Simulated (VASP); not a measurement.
# ZnCdSO with r2SCAN: from relaxation to properties, part 5 of 5

Aim: relax ZnCdSO, then compute properties on the relaxed cell. The cell is invented: it takes the structure of a Materials Project entry for ZnCdSeS (space group 156 there), with some of its atoms replaced by other elements, volume scaled by an estimate. It may not be a known or stable phase.

VASP 6.6.1, plane waves and PAW; the level of theory is named at each step.

So far, gap on the k-mesh (eV): step 2 (rough relaxation of the start cell, r2SCAN) 0.643; step 6 (density of states (r2SCAN)) 0.621; step 7 (a semilocal run for the hybrid's start, PBE) 0.224; step 9 (volume scan with r2SCAN) 0.656; step 10 (volume scan with r2SCAN (run 2)) 0.645.

**12. Volume scan with r2SCAN (run 4)**

Level of this step: r2SCAN; plane waves and PAW (Cd, Zn, S, O); invented cell (VASP).

INCAR

```
SYSTEM = ZnCdSO
PREC = Accurate
ENCUT = 520
EDIFF = 1E-06
NELM = 100
ISMEAR = 0
SIGMA = 0.05
LREAL = .FALSE.
ALGO = Normal
METAGGA = R2SCAN
LASPH = .TRUE.
NBANDS = 24
LORBIT = 11
LWAVE = .FALSE.
LCHARG = .FALSE.
KPAR = 2
ISIF = 2
```

POSCAR

```
ZnCdSO
1.0
    3.7355713009      0.0000000000      0.0000000000
   -1.8677856505      3.2350998977      0.0000000000
    0.0000000000      0.0000000000      5.9552773176
Cd Zn S O
1 1 1 1
Direct
    0.0000000000      0.0000000000      0.4654295487
    0.3333333300      0.6666666700      0.0314759406
    0.0000000000      0.0000000000      0.8949359676
    0.3333333300      0.6666666700      0.3601585432
```

KPOINTS

```
Automatic mesh
0
Gamma
7 7 4
0 0 0
```

PAW data sets: Cd, Zn, S and O (PBE family, release 64).

Run with:

```
$ mpirun -np 2 vasp_std
```

Output:

```text
[... set-up lines as in an earlier step ...]
 entering main loop
       N       E                     dE             d eps       ncg     rms          rms(c)
DAV:   1     0.241207082201E+03    0.24121E+03   -0.18161E+04  1344   0.172E+03
DAV:   2    -0.359053937433E+02   -0.27711E+03   -0.26467E+03  1512   0.402E+02
DAV:   3    -0.577452175713E+02   -0.21840E+02   -0.21693E+02  1648   0.118E+02
DAV:   4    -0.580403883173E+02   -0.29517E+00   -0.29506E+00  1480   0.145E+01
[...]
DAV:  14    -0.473962318655E+02    0.74539E-04   -0.28344E-04  1720   0.136E-01    0.223E-02
DAV:  15    -0.473962294003E+02    0.24652E-05   -0.34521E-05  1368   0.423E-02    0.665E-03
DAV:  16    -0.473962303782E+02   -0.97790E-06   -0.12694E-06  1048   0.132E-02
   1 F= -.47396230E+02 E0= -.47396230E+02  d E =-.375392E-17
```

The job ended after 42 s (2 MPI ranks of Intel Xeon 6975P-C (Granite Rapids), shared host; peak memory 0.43 GiB; 81 s of CPU time).

From OUTCAR (step 12):

```text
  Total       -0.0113127     -0.0113127     -0.0274419      0.0000000      0.0000000     -0.0000000
  in kB       -0.2518424     -0.2518425     -0.6109115      0.0000000      0.0000000     -0.0000000
  external PRESSURE =      -0.3715321 kB  Pullay stress =       0.0000000 kB

 POSITION                                       TOTAL-FORCE (eV/Angst)
 -----------------------------------------------------------------------------------
      0.00000      0.00000      2.77176        -0.000000      0.000000     -0.000508
     -0.00000      2.15673      0.18745         0.000000      0.000000     -0.000254
      0.00000      0.00000      5.32959        -0.000000      0.000000     -0.006951
     -0.00000      2.15673      2.14484         0.000000     -0.000000      0.007713
 -----------------------------------------------------------------------------------
    total drift:                                0.000008     -0.000014      0.047752

  FREE ENERGIE OF THE ION-ELECTRON SYSTEM (eV)
  ---------------------------------------------------
  free  energy   TOTEN  =       -47.3962303782 eV

  energy  without entropy=      -47.3962303782  energy(sigma->0) =      -47.39623038

[... 2 parts as in an earlier step ...]

[... 1 further part left out ...]
[key lines of the parts left out:]
E-fermi :   1.5759
```

The pressure falls from 1.91 to -0.04 GPa.

The run ends at a pressure of -0.04 GPa, with forces up to 0.0077 eV/Å.

**13. Volume scan with r2SCAN (run 5)**

INCAR is that of step 12.

POSCAR

```
ZnCdSO
1.0
    3.7603109047      0.0000000000      0.0000000000
   -1.8801554524      3.2565250247      0.0000000000
    0.0000000000      0.0000000000      5.9947173896
Cd Zn S O
1 1 1 1
Direct
    0.0000000000      0.0000000000      0.4654295487
    0.3333333300      0.6666666700      0.0314759406
    0.0000000000      0.0000000000      0.8949359676
    0.3333333300      0.6666666700      0.3601585432
```

KPOINTS is that of step 12.

Run with:

```
$ mpirun -np 2 vasp_std
```

Output:

```text
[... set-up lines as in an earlier step ...]
 entering main loop
       N       E                     dE             d eps       ncg     rms          rms(c)
DAV:   1     0.241533916715E+03    0.24153E+03   -0.18157E+04  1344   0.172E+03
DAV:   2    -0.344739820058E+02   -0.27601E+03   -0.26462E+03  1448   0.398E+02
DAV:   3    -0.577184825320E+02   -0.23245E+02   -0.23058E+02  1656   0.119E+02
DAV:   4    -0.580604630703E+02   -0.34198E+00   -0.34186E+00  1480   0.154E+01
[...]
DAV:  14    -0.473884228818E+02    0.75823E-04   -0.28119E-04  1712   0.135E-01    0.207E-02
DAV:  15    -0.473884207274E+02    0.21544E-05   -0.33848E-05  1376   0.415E-02    0.724E-03
DAV:  16    -0.473884216619E+02   -0.93447E-06   -0.13682E-06   960   0.127E-02
   1 F= -.47388422E+02 E0= -.47388422E+02  d E =-.460742E-17
```

Elapsed: 42 s, on 2 MPI ranks; peak memory 0.44 GiB.

Parts of OUTCAR (step 13):

```text
  Total       -0.8074900     -0.8074901     -0.8373236      0.0000000      0.0000000      0.0000000
  in kB      -17.6238525    -17.6238553    -18.2749850      0.0000000      0.0000000      0.0000000
  external PRESSURE =     -17.8408976 kB  Pullay stress =       0.0000000 kB

 POSITION                                       TOTAL-FORCE (eV/Angst)
 -----------------------------------------------------------------------------------
      0.00000      0.00000      2.79012        -0.000000      0.000000     -0.027237
     -0.00000      2.17102      0.18869        -0.000000      0.000000      0.049611
      0.00000      0.00000      5.36489        -0.000000      0.000000      0.026076
     -0.00000      2.17102      2.15905         0.000000     -0.000000     -0.048449
 -----------------------------------------------------------------------------------
    total drift:                                0.000002     -0.000010      0.047098

  FREE ENERGIE OF THE ION-ELECTRON SYSTEM (eV)
  ---------------------------------------------------
  free  energy   TOTEN  =       -47.3884216619 eV

  energy  without entropy=      -47.3884216619  energy(sigma->0) =      -47.38842166

[... 1 part as in an earlier step ...]

[... 2 further parts left out ...]
[key lines of the parts left out:]
E-fermi :   1.4019
```

The pressure falls from -0.04 to -1.78 GPa.

The run ends at a pressure of -1.78 GPa, with forces up to 0.050 eV/Å.

**14. Volume scan with r2SCAN (run 6)**

INCAR is that of step 13.

POSCAR

```
ZnCdSO
1.0
    3.7847291921      0.0000000000      0.0000000000
   -1.8923645961      3.2776718837      0.0000000000
    0.0000000000      0.0000000000      6.0336452167
Cd Zn S O
1 1 1 1
Direct
    0.0000000000      0.0000000000      0.4654295487
    0.3333333300      0.6666666700      0.0314759406
    0.0000000000      0.0000000000      0.8949359676
    0.3333333300      0.6666666700      0.3601585432
```

KPOINTS is that of step 13.

Run with:

```
$ mpirun -np 2 vasp_std
```

Output:

```text
[... set-up lines as in an earlier step ...]
 entering main loop
       N       E                     dE             d eps       ncg     rms          rms(c)
DAV:   1     0.239481946895E+03    0.23948E+03   -0.18131E+04  1344   0.170E+03
DAV:   2    -0.352115633343E+02   -0.27469E+03   -0.26224E+03  1488   0.396E+02
DAV:   3    -0.577440864931E+02   -0.22533E+02   -0.22376E+02  1656   0.117E+02
DAV:   4    -0.580673853396E+02   -0.32330E+00   -0.32316E+00  1520   0.150E+01
[...]
DAV:  16    -0.473656946706E+02   -0.15554E-05   -0.14458E-06  1000   0.124E-02    0.288E-03
DAV:  17    -0.473656957716E+02   -0.11010E-05   -0.11621E-06   840   0.857E-03    0.156E-03
DAV:  18    -0.473656953350E+02    0.43656E-06   -0.14943E-07   680   0.352E-03
   1 F= -.47365695E+02 E0= -.47365695E+02  d E =-.858300E-17
```

It took 46 s on 2 MPI ranks; peak memory 0.43 GiB; 88 s of CPU time.

OUTCAR, selected parts (step 14):

```text
  Total       -1.5356138     -1.5356140     -1.5837136      0.0000000     -0.0000000      0.0000000
  in kB      -32.8709703    -32.8709754    -33.9005846      0.0000000     -0.0000000      0.0000000
  external PRESSURE =     -33.2141768 kB  Pullay stress =       0.0000000 kB

 POSITION                                       TOTAL-FORCE (eV/Angst)
 -----------------------------------------------------------------------------------
      0.00000      0.00000      2.80824        -0.000000     -0.000000     -0.048913
     -0.00000      2.18511      0.18991         0.000000      0.000000      0.088257
      0.00000      0.00000      5.39973        -0.000000      0.000000      0.059162
     -0.00000      2.18511      2.17307         0.000000      0.000000     -0.098506
 -----------------------------------------------------------------------------------
    total drift:                               -0.000004     -0.000006      0.035658

  FREE ENERGIE OF THE ION-ELECTRON SYSTEM (eV)
  ---------------------------------------------------
  free  energy   TOTEN  =       -47.3656953350 eV

  energy  without entropy=      -47.3656953350  energy(sigma->0) =      -47.36569534

[... 1 part as in an earlier step ...]

[... 2 further parts left out ...]
[key lines of the parts left out:]
E-fermi :   1.2336
```

The pressure falls from -1.78 to -3.32 GPa.

The run ends at a pressure of -3.32 GPa, with forces up to 0.099 eV/Å.

**15. Volume scan with r2SCAN (run 7)**

A prediction first. A parabola through the 6 pressures of evenly scaled cells so far, P = -0.04 -92.3 t +224 t² GPa with t = ln(V/V₁) and V₁ the volume at scale 1, gives -4.66 GPa at t = +0.0583.

INCAR is that of step 14.

POSCAR

```
ZnCdSO
1.0
    3.8088363975      0.0000000000      0.0000000000
   -1.9044181988      3.2985493375      0.0000000000
    0.0000000000      0.0000000000      6.0720771141
Cd Zn S O
1 1 1 1
Direct
    0.0000000000      0.0000000000      0.4654295487
    0.3333333300      0.6666666700      0.0314759406
    0.0000000000      0.0000000000      0.8949359676
    0.3333333300      0.6666666700      0.3601585432
```

KPOINTS is that of step 14.

Run with:

```
$ mpirun -np 2 vasp_std
```

Output:

```text
[... set-up lines as in an earlier step ...]
 entering main loop
       N       E                     dE             d eps       ncg     rms          rms(c)
DAV:   1     0.238083492727E+03    0.23808E+03   -0.18059E+04  1344   0.169E+03
DAV:   2    -0.356619647274E+02   -0.27375E+03   -0.26231E+03  1496   0.396E+02
DAV:   3    -0.577664712537E+02   -0.22105E+02   -0.21954E+02  1640   0.117E+02
DAV:   4    -0.580623848392E+02   -0.29591E+00   -0.29581E+00  1472   0.144E+01
[...]
DAV:  16    -0.473296326071E+02   -0.12975E-05   -0.19810E-06   984   0.142E-02    0.328E-03
DAV:  17    -0.473296339668E+02   -0.13597E-05   -0.14270E-06   912   0.876E-03    0.209E-03
DAV:  18    -0.473296333967E+02    0.57006E-06   -0.13911E-07   680   0.325E-03
   1 F= -.47329633E+02 E0= -.47329633E+02  d E =-.219567E-16
```

The job ended after 48 s (2 MPI ranks; peak memory 0.44 GiB).

OUTCAR, selected parts (step 15):

```text
  Total       -2.2200859     -2.2200862     -2.2941539      0.0000000      0.0000000      0.0000000
  in kB      -46.6259587    -46.6259660    -48.1815263      0.0000000      0.0000000      0.0000000
  external PRESSURE =     -47.1444837 kB  Pullay stress =       0.0000000 kB

 POSITION                                       TOTAL-FORCE (eV/Angst)
 -----------------------------------------------------------------------------------
      0.00000      0.00000      2.82612         0.000000      0.000000     -0.067044
     -0.00000      2.19903      0.19112         0.000000      0.000000      0.119482
      0.00000      0.00000      5.43412         0.000000     -0.000000      0.091796
     -0.00000      2.19903      2.18691        -0.000000      0.000000     -0.144235
 -----------------------------------------------------------------------------------
    total drift:                               -0.000006     -0.000005      0.018949

  FREE ENERGIE OF THE ION-ELECTRON SYSTEM (eV)
  ---------------------------------------------------
  free  energy   TOTEN  =       -47.3296333967 eV

  energy  without entropy=      -47.3296333967  energy(sigma->0) =      -47.32963340

[... 1 part as in an earlier step ...]

[... 2 further parts left out ...]
[key lines of the parts left out:]
E-fermi :   1.0713
```

The pressure falls from -3.32 to -4.71 GPa. The parabola predicted -4.66 GPa, +0.05 GPa off.

**16. The series together**

Times are for 2 MPI ranks of Intel Xeon 6975P-C (Granite Rapids), shared host. The runs compared:

| no. | volume scale | energy above the lowest point (meV/atom) | pressure (GPa) | gap on the k-mesh (eV) | time | memory (GiB) |
| --- | --- | --- | --- | --- | --- | --- |
| 1 | 0.94 | 21.08 | 6.532 | 0.6556 | 43 s | 0.43 |
| 2 | 0.96 | 9.04 | 4.093 | 0.6448 | 42 s | 0.43 |
| 3 | 0.98 | 2.2 | 1.914 | 0.6327 | 42 s | 0.43 |
| 4 | 1 | 0 | -0.03715 | 0.6194 | 42 s | 0.43 |
| 5 | 1.02 | 1.95 | -1.784 | 0.6052 | 42 s | 0.44 |
| 6 | 1.04 | 7.63 | -3.321 | 0.59 | 46 s | 0.43 |
| 7 | 1.06 | 16.65 | -4.714 | 0.5740 | 48 s | 0.44 |

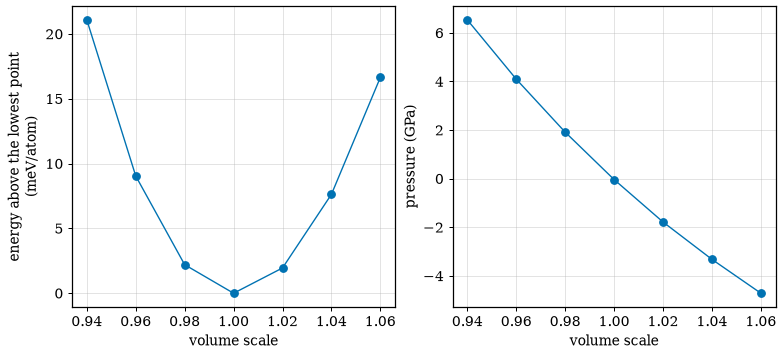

The series as plots.

**17. Fit for r2SCAN**

This step: Birch-Murnaghan fit, r2SCAN; plane waves and PAW; invented cell (VASP 6.6.1).

Derived from the runs above.

This step gave:

```
pressure derivative of the bulk modulus : 4.526
r.m.s. error of the fit                 : 1.51e-6 eV/atom
minimum inside the sampled range        : yes
bulk modulus                            : 92.37 GPa
equilibrium volume of the fit           : 18.00 Å³/atom
```

The energy above the fitted minimum by volume:

| volume (Å³/atom) | energy above the fitted minimum (eV/atom) |
| --- | --- |
| 16.913 | 0.0211 |
| 17.273 | 0.00905 |
| 17.633 | 0.00220 |
| 17.992 | 3.3e-6 |
| 18.352 | 0.00196 |
| 18.712 | 0.00764 |
| 19.072 | 0.0167 |

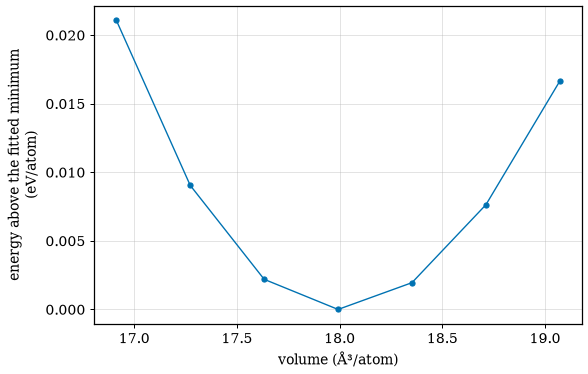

Energy above the fitted minimum against volume.

The fitted volume lies +0.02 % from the relaxed one. The atoms bear forces along the scan, since they were held; freeing them would lower the modulus.

**18. Summary of results**

| Property | Result |
| --- | --- |
| relaxed volume | 17.99 Å³/atom |
| relaxed conventional cell a, b, c | 3.736, 3.736, 5.955 Å; angles 90.0, 90.0, 120.0° |
| space group after relaxing, within 0.02 Å | P3m1 (No. 156) |
| band gap | 0.619 eV, direct |
| gap among the points of the DOS mesh alone, an upper bound | 0.621 eV |
| band gap (HSE06) | 1.40 eV, direct |
| bulk modulus from the fit | 92.4 GPa |
| volume from the fit | 18.0 Å³/atom |

What this shows: With r2SCAN, ZnCdSO relaxes to 17.99 Å³/atom in space group P3m1 (held by the symmetry of the run), has a direct gap of 0.619 eV (1.40 eV with HSE06) and has a bulk modulus of 92.4 GPa at fixed shape and positions, an upper bound. Band structure (r2SCAN): The path shows a direct gap of 0.62 eV (valence top at Γ, conduction bottom at Γ). Band structure (HSE06): On this path the gap is direct, 1.40 eV, with the valence top at Γ and the conduction bottom at Γ. The other levels ran on the cell relaxed with r2SCAN, and without spin-orbit coupling unless named. Semilocal functionals usually underestimate gaps. Spin-orbit coupling is left out; it would split some degenerate bands. No search among competing phases was made. All values are for a static lattice at zero temperature.

[Lines on the potential files, build, host, timing and source positions are cut from VASP's logs without a mark.]

[Logs are printed without paths, hosts, clocks, repeated set-up lines and the standing remarks that a program may print on its own settings, such as how far it seeks lower states.]

[Hosts, paths, dates, database ids (printed as entryN), source tags and the programs' standing remarks are cut or masked in the printed files.]

[A measured line is paired with the nearest computed mode of its activity, which favours agreement.]
